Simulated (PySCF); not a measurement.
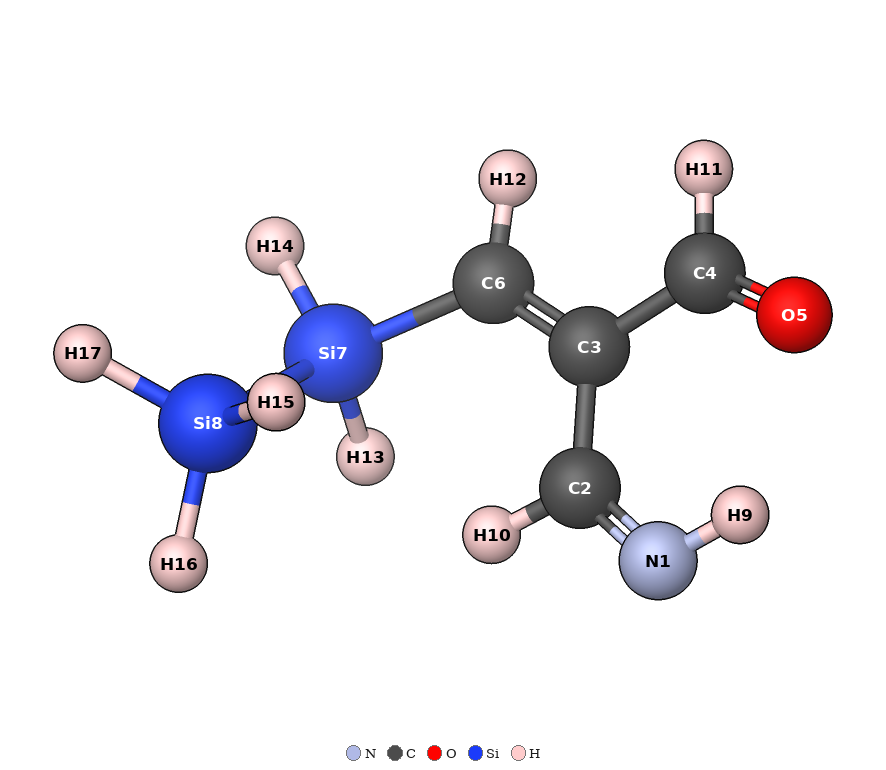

The computed structure is the end point of a GFN2-xTB optimisation. No frequency run is at hand to confirm it as a minimum. Electric field gradients from the ground-state density, PBE0/pcSseg-1 (PySCF 2.14.0), non-relativistic apart from any core potentials.

Give the largest field-gradient component, the quadrupole coupling constant and the asymmetry for 14N at N1 (Q = 20.44 mb), 17O at O5 (Q = −25.6 mb), 2H at H9 (Q = 2.86 mb), 2H at H10 (Q = 2.86 mb), 2H at H11 (Q = 2.86 mb), 2H at H12 (Q = 2.86 mb).

```tsv
atom	V_zz (a.u.)	e²qQ/h (MHz)	η
N1	−1.098	−5.27	0.64
O5	−2.002	12.04	0.52
H9	0.359	0.241	0.05
H10	0.302	0.203	0.08
H11	0.264	0.177	0.04
H12	0.317	0.213	0.03
```

The geometry is semi-empirical. Around Si such bond lengths and angles can be off by a tenth of an ångström or more and by several degrees, and values that hang on the shape move with them.
